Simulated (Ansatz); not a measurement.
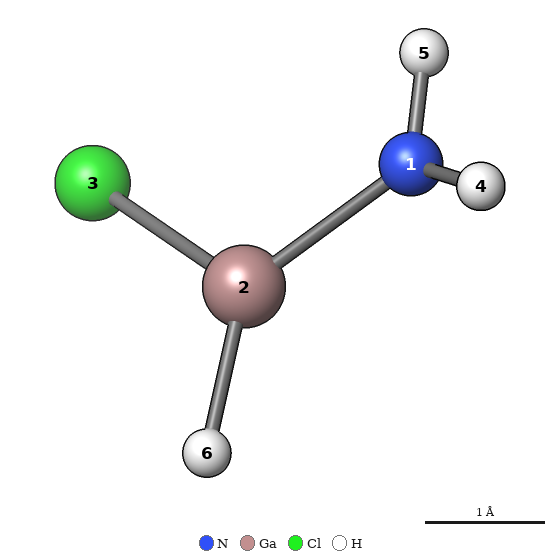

The picture comes from a calculation with Ansatz.

The atoms are numbered. Geometry: relaxed with PBE0-D4/def2-TZVP with one coordinate held away from its value at the minimum.

Which atoms are bonded, and how long are the bonds?

```
   bond  length (Å)
 N1–Ga2       1.800
  N1–H4       1.006
  N1–H5       1.006
Ga2–Cl3       2.148
 Ga2–H6       1.546
```
